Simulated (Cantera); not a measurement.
Charge: 1 mol C2H5OH, 0.37 mol H2O, held at 13.3 mbar.

Equilibrium computed with Cantera from the NASA thermochemical tables; the gas is ideal and each condensed phase is pure. Candidate condensed phases: C, C6H6, C7H8, C8H18, H2O; 131 gas species. Ions and electrons are included (thermal ionisation). Rates play no part.

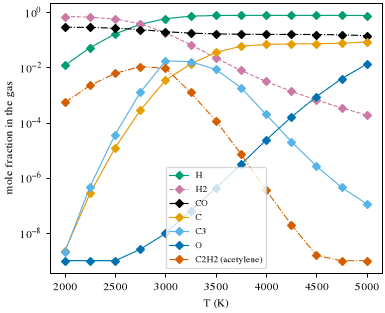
Figure. Equilibrium gas composition (values under 1e-9 drawn at 1e-9)

Q: Read off the mole fractions at 4500 K.

A: H about 0.77, CO about 0.16, C about 0.072, O about 0.00088, H2 about 0.00066, C3 about 2.7e-6.
